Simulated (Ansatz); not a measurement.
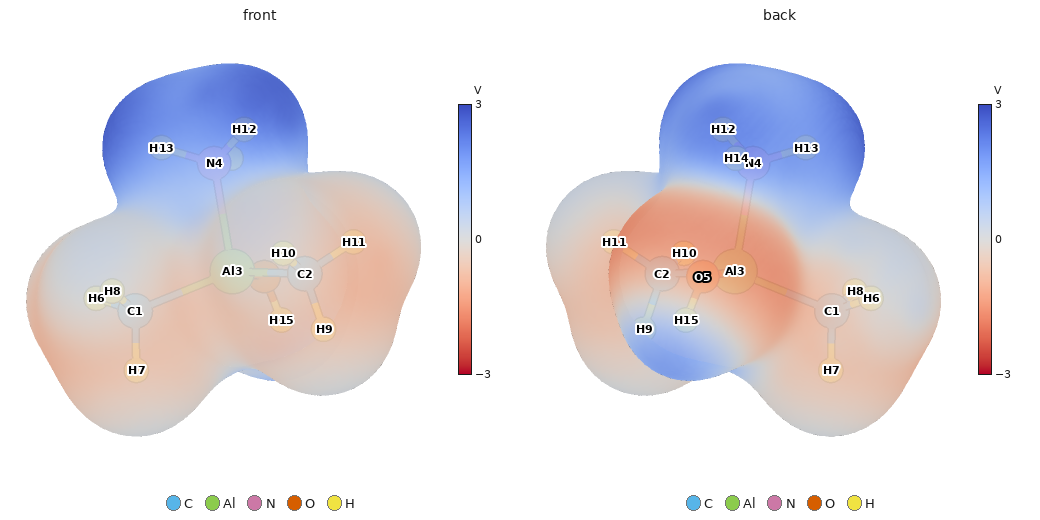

Figure. C₂H₁₀AlNO (SMILES [CH3][Al-]([CH3])([NH3+])[OH]). The molecular electrostatic potential painted on the density surface at 0.002 e/bohr³, seen from the front and from behind; red is negative and blue positive.

Geometry: PBE0-D4/def2-SVP.

Level of theory: isolated molecule in a Gaussian basis; Kohn-Sham density functional theory, functional PBE0 in Ansatz 0.2.0.

```xyz
15

C     0.3344    1.2808    0.0316
C    -2.9284    0.6517    0.7286
Al   -1.0306    0.5692    1.2690
N    -0.9250    1.8258    2.8941
O    -0.5501   -0.7509    2.3251
H     1.3329    1.3570    0.4973
H     0.4557    0.6332   -0.8547
H     0.0736    2.2815   -0.3574
H    -3.1496   -0.0598   -0.0866
H    -3.2179    1.6479    0.3487
H    -3.6175    0.3996    1.5540
H    -1.8090    2.2501    3.1728
H    -0.2190    2.5584    2.8310
H    -0.6405    1.1599    3.6178
H    -0.4374   -1.6560    2.0338
```

**Where is the surface potential most negative and most positive?**

The most negative region (about −1.6 V) lies over O5, the most positive (about +2.6 V) over H12 and H13. O5 is the likeliest acceptor of a hydrogen bond.

**How polar is the molecule by this calculation?**

Its dipole moment is 3.60 D.
